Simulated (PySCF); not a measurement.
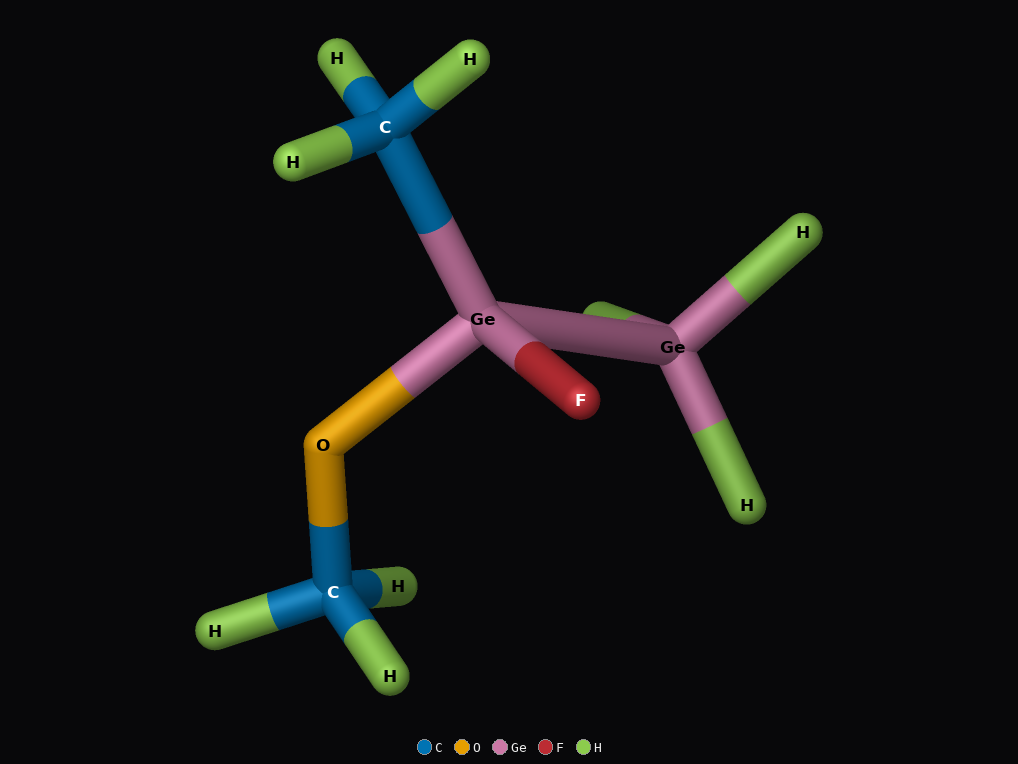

Computed geometry: GFN2-xTB optimisation. No frequency run is at hand to confirm it as a minimum. Properties computed with ωB97X-D/def2-SVPD, gas phase (PySCF 2.14.0). Excitations: vertical, linear response.

Computed properties:

The species is C2H9FGe2O (`C[O][Ge@@]([CH3])([F])[GeH3]`).
- dipole moment: 2.66 D
- HOMO energy (Kohn–Sham orbital): −9.89 eV
- LUMO energy (Kohn–Sham orbital): 1.12 eV
- HOMO–LUMO gap: 11.01 eV
- mean static polarisability: 91.9 bohr³
- lowest vertical singlet excitation: 6.88 eV
- its oscillator strength: 0.086
- brightest of the 8 lowest singlets: 7.40 eV
- its oscillator strength: 0.30

The geometry is semi-empirical. Around Ge such bond lengths and angles can be off by a tenth of an ångström or more and by several degrees, and values that hang on the shape move with them.
